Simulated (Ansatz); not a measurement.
**AlBH₂ (triplet): trial inputs and their diagnosis at scale of all distances = 1.000**

3 inputs are run for AlBH₂ (triplet) as typed; the log has to tell whether the result can be used and what must change.

Program: Ansatz 0.2.0, Gaussian basis. Level of theory: the settings change from run to run. These are calculated values, not measurements.

11 further runs of the same task are left out: 9 that didn't finish, 2 set aside as unsound or not needed.

## Step 1: What is computed

The geometry derives from a PBE0/def2-TZVP stationary point (not a proven minimum). All distances are scaled together.

4 atoms, charge 0, spin multiplicity 3.

Atoms are counted from 1 here; the program's logs count them from 0.

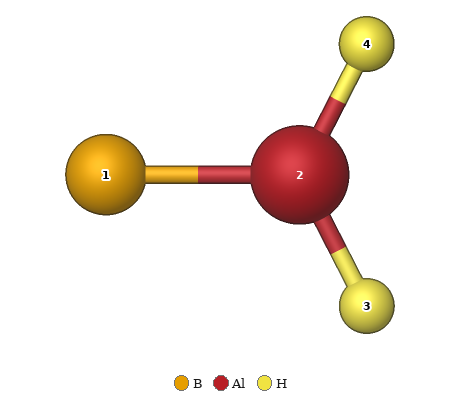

The structure; boron amber, aluminium red, hydrogen yellow; atoms are numbered from 1 in the order of the file.

## Step 2: Try 1

in.yaml

```yaml
crystal:
  periodic: [false, false, false]
  atoms:
    - {symbol: B, position_ang: [0.000000, 0.000000, 1.551119]}
    - {symbol: Al, position_ang: [0.000000, 0.000000, -0.528209]}
    - {symbol: H, position_ang: [0.000000, -1.411327, -1.248716]}
    - {symbol: H, position_ang: [0.000000, 1.411327, -1.248716]}
basis:
  gaussian: {orbitals: 6-31G, point_charges: [{charge: 0.50, position_ang: [2.829, -0.207, -0.287]}]}
magnetization: {spin_polarized: false, initial_magnetization: 2}
correlation: {method: sc_nevpt2, electrons: all, active_space: {window: {electrons: 14, orbitals: 8}}}
scf: {lower_state_search: off}
output: {forces: true}
```

The run is started by

```
$ ansatz run in.yaml --threads 1 --pin off --events-out ev --progress --plain --max-ram 2393MiB
```

The log of the run:

```text
Functional definition: HF
  name "HF"
  cite "Fock, Z. Phys. 61, 126 (1930) doi:10.1007/BF01340294"
  parent pbe
  exchange = exact_x
  correlation = 0
these checks for a lower state are left out or cut short: stability, starts, cluster_reference, orbital_swaps, neighbouring_geometries, increment
328 factors; integrals over basis functions are off by at most 1.5e-4 eV
mean field evaluation 1: about -7278.9594 eV, gradient 9.8e0 eV
mean field evaluation 2: about -7279.0003 eV, gradient 9.8e0 eV
mean field evaluation 4: about -7280.6665 eV, gradient 2.2e0 eV
mean field evaluation 8: about -7280.8921 eV, gradient 2.4e-1 eV
mean field -7280.89279126 eV, -267.5678749125 hartree, gradient 2.7e-6 eV, S^2 2.000000; 0 other end points of the search recorded, 0 dependent functions left out
reference -7280.89279126 eV, -267.5678749125 hartree; 11, 9 occupied and 15, 17 virtual orbitals, 328 factors
state -7280.89283376 eV, -267.5678764742 hartree
state -7280.89283376 eV, -267.5678764742 hartree; corrected -7282.13179534 eV, -267.6134074727 hartree
WARN: 6 active orbitals are nearly empty or full. The corrections depend on them more than the energy does, and are more stable in an active space without them
the calculation of the forces begins
Error: an active orbital is full or empty, and SC-NEVPT2 has no forces then: leave it out of the active space
```

Wall time 0.54 s (1 thread of Intel Xeon Platinum 8488C, shared host).

**Diagnosis.** The run stopped with an error. It says: «an active orbital is full or empty, and SC-NEVPT2 has no forces then: leave it out of the active space». Cure: drop the forces, or choose an active space whose orbitals are all partly filled.

## Step 3: Try 2

in.yaml

```yaml
crystal:
  periodic: [false, false, false]
  atoms:
    - {symbol: B, position_ang: [0.000000, 0.000000, 1.551119]}
    - {symbol: Al, position_ang: [0.000000, 0.000000, -0.528209]}
    - {symbol: H, position_ang: [0.000000, -1.411327, -1.248716]}
    - {symbol: H, position_ang: [0.000000, 1.411327, -1.248716]}
basis:
  gaussian: {orbitals: cc-pVTZ}
magnetization: {spin_polarized: false, initial_magnetization: 2}
correlation: {active_space: {ras: {orbitals: [3, 2, 81], electrons: 8, max_holes: 2, max_particles: 2}, fixed_orbitals: true}}
nroots: 3
output: {forces: true}
```

Same command.

The log of the run:

```text
Error: YAML parse error: error: line 12 column 1: unknown field `nroots`, expected one of crystal, accuracy, basis, kpoints, hamiltonian, magnetization, projection, total_charge, correlation, batch, efield, external_charges, scf, relax, neb, saddle, md, ramp, phonons, dielectric, real_time, elastic, magnetic_configurations, gw, evaluate, workflow, output, checkpoint, execution
  --> <input>:12:1
   |
10 | magnetization: {spin_polarized: false, initial_magnetization: 2}
11 | correlation: {active_space: {ras: {orbitals: [3, 2, 81], electron…
12 | nroots: 3
   | ^ unknown field `nroots`, expected one of crystal, accuracy, basis, kpoints, hamiltonian, magnetization, projection, total_charge, correlation, batch, efield, external_charges, scf, relax, neb, saddle, md, ramp, phonons, dielectric, real_time, elastic, magnetic_configurations, gw, evaluate, workflow, output, checkpoint, execution
13 | output: {forces: true}
   |
```

It took 0.03 s on 1 thread of Intel Xeon Platinum 8488C, shared host.

Diagnosis: The run was refused. The input holds a key that the program doesn't read here. Fix: remove it or spell it as the reference does.

## Step 4: Try 3

in.yaml

```yaml
crystal:
  periodic: [false, false, false]
  atoms:
    - {symbol: B, position_ang: [0.050000, 0.300000, -0.528209]}
    - {symbol: Al, position_ang: [0.000000, 0.000000, -0.528209]}
    - {symbol: H, position_ang: [0.000000, -1.411327, -1.248716]}
    - {symbol: H, position_ang: [0.000000, 1.411327, -1.248716]}
basis:
  gaussian: {orbitals: STO-3G}
magnetization: {spin_polarized: false, initial_magnetization: 2}
correlation: {method: ccsdt_q, electrons: valence}
output: {forces: true}
```

Launched as before.

The log of the run (excerpt; [...] marks lines left out):

```text
Functional definition: HF
  name "HF"
  cite "Fock, Z. Phys. 61, 126 (1930) doi:10.1007/BF01340294"
  parent pbe
[...]
275 factors; integrals over basis functions are off by at most 5.1e-8 eV
[...]
mean field -6340.07532387 eV, -232.9934706948 hartree, gradient 2.3e-6 eV, S^2 2.000000; 5 other end points of the search recorded, 0 dependent functions left out
[...]
6 core orbitals not correlated: weight in the atoms' cores, before any rotation towards them, 0.659 or more for the frozen orbitals, at most 0.096 for the correlated occupied ones
reference -6340.07532387 eV, -232.9934706948 hartree; 5, 3 occupied and 5, 7 virtual orbitals, 275 factors
second order -0.98728679 eV of doubles, -0.03458463 eV of singles
cycle   1  -1.33951445 eV  change   -3.2e-1 eV  update   5.4e-2
[...]
cycle  24  -1.61139015 eV  change    1.5e-8 eV  update   2.5e-7
perturbative correction -0.00038292 eV, -0.0000140722 hartree
[...]
Total energy: -6341.68709694 eV, -233.0527022627 hartree
Atom 0 at     0.050000     0.300000    -0.528209 Å, force   965.103572  5816.496371    -4.127607 eV/Å
Atom 1 at     0.000000     0.000000    -0.528209 Å, force  -965.390010 -5825.473359     2.670541 eV/Å
Atom 2 at     0.000000    -1.411327    -1.248716 Å, force    -0.315125     3.133227     2.581293 eV/Å
Atom 3 at     0.000000     1.411327    -1.248716 Å, force     0.601563     5.843761    -1.124227 eV/Å
Dipole moment:    -0.132627    -0.471730    -0.128291 e Å
```

Run time: 4.1 s. Hardware: 1 thread of Intel Xeon Platinum 8488C, shared host.

**Diagnosis.** The run converged, which proves nothing about the input. One atom lies on top of another. The shortest distance is 0.30 Å, against 1.58 Å in the geometry of step 1. Its energy belongs to another geometry. Cure: restore its position.

## Step 5: Summary

```
try                    level                ended                                                                                                   cause    time
  1       NEVPT2(14,8)/6-31G  stopped by an error  an active orbital is full or empty, and SC-NEVPT2 has no forces then: leave it out of the active space  0.54 s
  2             CISD/cc-pVTZ              refused                                                the input holds a key that the program doesn't read here  0.03 s
  3  CCSDT(Q) on ROHF/STO-3G            converged                                                                         one atom lies on top of another   4.1 s
```

1 stopped by an error, 1 refused, 1 converged. The input that converges on a wrong geometry or spin is the dangerous one: no error points at it, so geometry and ⟨S²⟩ have to be checked.
